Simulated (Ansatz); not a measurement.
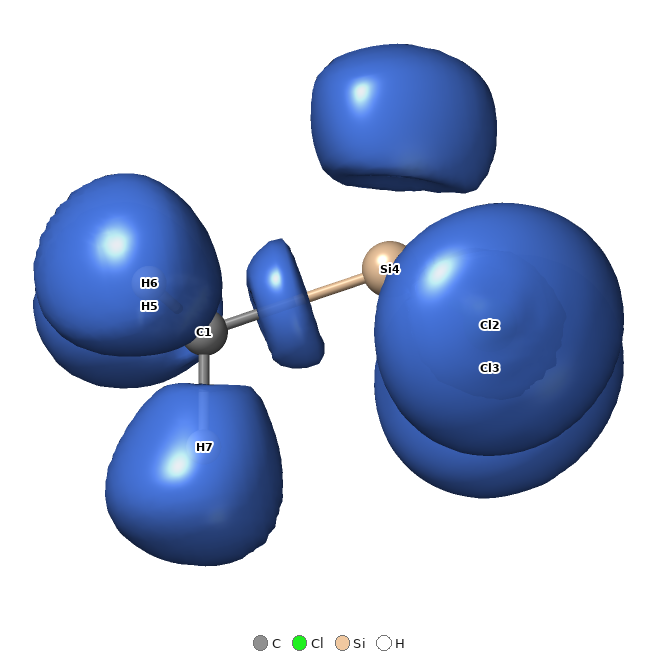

CH3Cl2Si (SMILES C[Si](Cl)Cl) (doublet). Isosurface of the ELF at 0.8 (blue), seen from one side. Core shells and regions of very low density are left out.

Geometry: PBE0-D3(BJ)/def2-SVP.

The calculation used isolated molecule in a Gaussian basis; Kohn-Sham density functional theory, functional PBE0 (Ansatz 0.2.0).

```yaml
atoms:
  - { symbol: C, position_ang: [-1.5866, -0.6188, -0.3183] }
  - { symbol: Cl, position_ang: [0.0771, 0.1988, 2.3009] }
  - { symbol: Cl, position_ang: [-3.2823, -0.1022, 2.3565] }
  - { symbol: Si, position_ang: [-1.5343, -0.8604, 1.5370] }
  - { symbol: H, position_ang: [-2.4464, -1.1531, -0.7486] }
  - { symbol: H, position_ang: [-0.6603, -0.9931, -0.7783] }
  - { symbol: H, position_ang: [-1.6866, 0.4563, -0.5383] }
```

Describe the localisation domains.

Answer. At this value the surface marks out one region between bonded C–Si atoms (shared pairs), three regions around hydrogen nuclei, two regions on Cl in which the atom's valence shell and bonds are merged and one lobe on Si, pointing away from the bonds (non-bonding electrons). Profiles from the grid: C–Si (1.87 Å): the ELF peaks at about 0.95 between the atoms; a covalent bond. Si–Cl (2.07 Å): the ELF peaks at about 0.85 between the atoms; a polar covalent bond.
